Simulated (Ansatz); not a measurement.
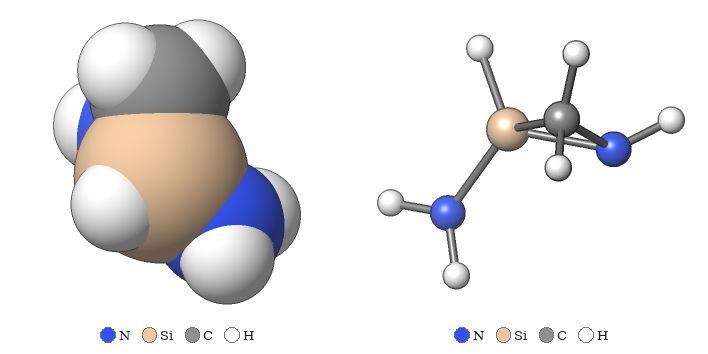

The same structure drawn twice, from different directions.

The geometry was computed by an optimisation with PBE0-D4/def2-TZVP.

Which formula does it have?

CH6N2Si, 10 atoms: 1 carbon, 6 hydrogen, 2 nitrogen and 1 silicon.

Count the bonded pairs by element.

3 N–H, 2 N–Si, 2 C–H, 1 C–Si, 1 C–N, 1 Si–H.

What is its SMILES?

N[Si@H]1CN1

What is the point group of this geometry?

C1.

Describe its rings.

Independent rings (smallest set): 1 of 3 members.

The parts below concern this one geometry. Atoms keep their numbers from picture to picture.

Geometry

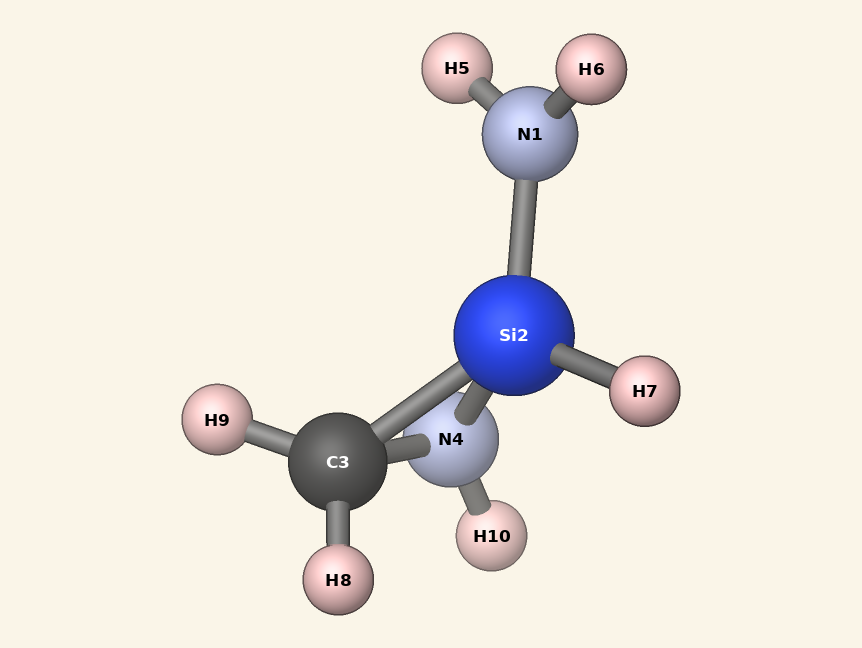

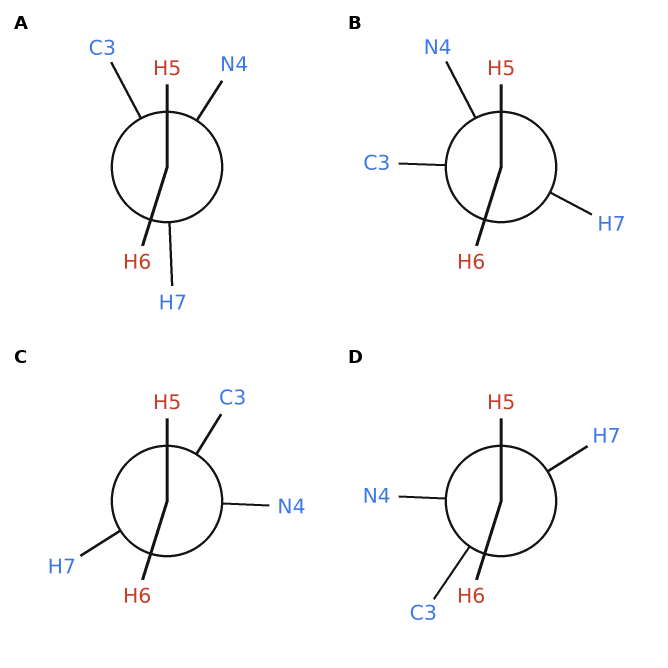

Depth is shown by fading: the farther an atom, the more it takes the colour of the background. Bonds that would overlap in a projection are set slightly apart.

Which Newman projection shows the view along N1–Si2, with N1 in front?

A. The torsion angle H5–N1–Si2–N4 is 33°, synclinal (gauche).

Levels of theory compared

Program: Ansatz 0.2.0.

Compare dipole (D), HOMO–LUMO gap (eV) at these levels: B3LYP-D4/def2-TZVPP; PBE-D4/def2-TZVPP; r2SCAN-D4/def2-TZVPP; ωB97M-V/def2-TZVPP.

```json
{"level": "B3LYP-D4/def2-TZVPP", "dipole (D)": "1.24", "HOMO–LUMO gap (eV)": "6.80"}
{"level": "PBE-D4/def2-TZVPP", "dipole (D)": "1.13", "HOMO–LUMO gap (eV)": "5.24"}
{"level": "r2SCAN-D4/def2-TZVPP", "dipole (D)": "1.18", "HOMO–LUMO gap (eV)": "5.99"}
{"level": "ωB97M-V/def2-TZVPP", "dipole (D)": "1.28", "HOMO–LUMO gap (eV)": "11.07"}
```

Vibrations

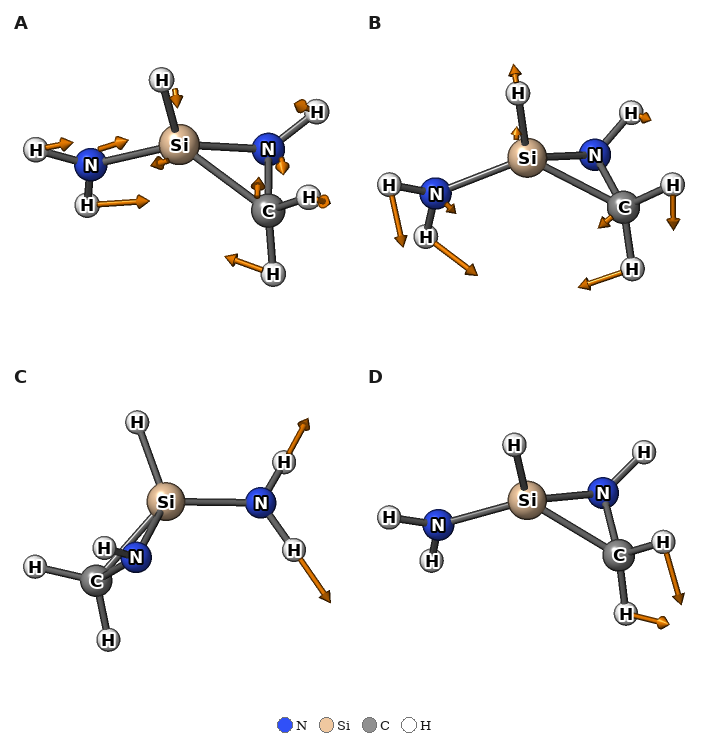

4 normal modes of one molecule or complex, as arrows. Harmonic vibrations computed with RKS PBE0-D4/def2-TZVP (Ansatz 0.2.0) at a stationary point of the same level.

Match the panels to the wavenumbers 241 cm⁻¹, 910 cm⁻¹, 1468 cm⁻¹, 3627 cm⁻¹.

A: 910 cm⁻¹
B: 241 cm⁻¹
C: 3627 cm⁻¹, in-phase stretching of 2 N–H bonds
D: 1468 cm⁻¹, angle bending

Charges

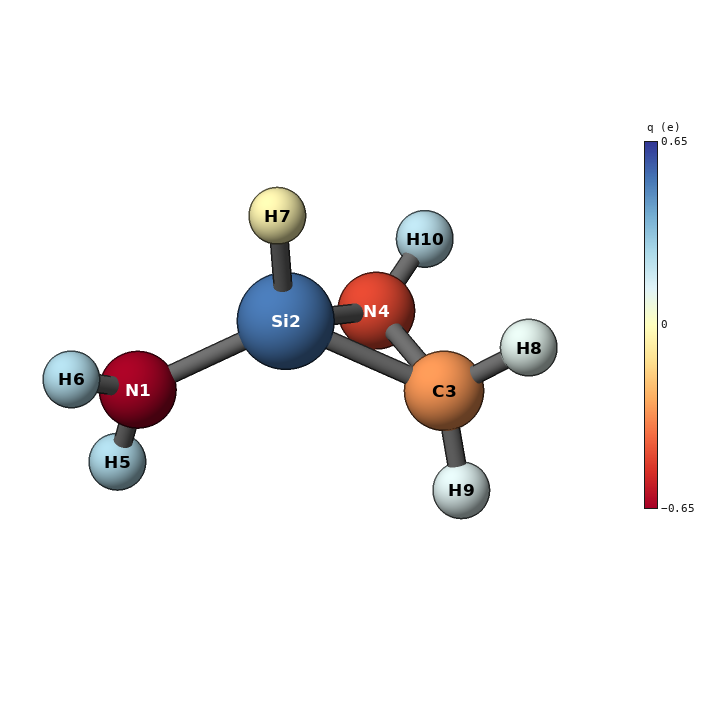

Atoms are coloured by their Mulliken charges. Method: RKS PBE0-D4/def2-TZVP (Ansatz 0.2.0).

List the Mulliken charges.

```tsv
atom	value (e)
N1	−0.64
Si2	0.51
C3	−0.30
N4	−0.47
H5	0.25
H6	0.24
H7	−0.04
H8	0.11
H9	0.12
H10	0.22
```

Mulliken values depend strongly on the basis set and can even reverse the polarity of a bond.
